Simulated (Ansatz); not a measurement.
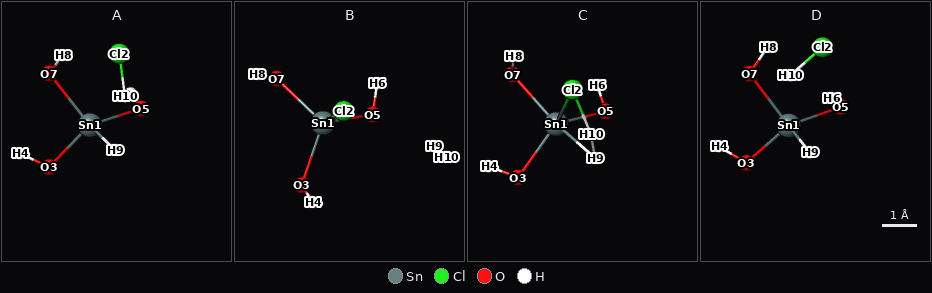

4 geometries from a converged minimum-energy path of SnH5O3Cl, made up at the start of SnH3O3Cl and H₂, shuffled. Style: ball-and-stick. Shown at a tilt.

All numbers below come from Ansatz, RKS PBE-D4/def2-SVP. Settings: 9 movable images; climbing image; force threshold 0.05 eV/Å; iteration limit 60; starting path through a guess of the saddle point.

> One of them is the converged climbing image. Which?

C. In order along the path, whose images run from 0 to 10: B (image 1, +0.2 kcal/mol), C (image 6, +33.0 kcal/mol), A (image 8, +14.2 kcal/mol), D (image 9, +13.3 kcal/mol). Breaking: H9–H10 (0.77 → 1.04 at the top → 3.07 Å), Sn1–Cl2 (2.37 → 2.77 at the top → 3.55 Å). Forming: Cl2–H10 (4.18 → 1.59 at the top → 1.36 Å), Sn1–H9 (3.67 → 1.93 at the top → 1.71 Å).

Limits of the set-up: the start holds two separate molecules, 2.4 Å apart at their closest, whose relative position is a soft coordinate.

Cost: 3.4 min on 4 threads of Intel(R) Xeon(R) Platinum 8259CL CPU @ 2.50GHz (Skylake/Cascade Lake), on a shared host, peak memory 0.2 GiB.
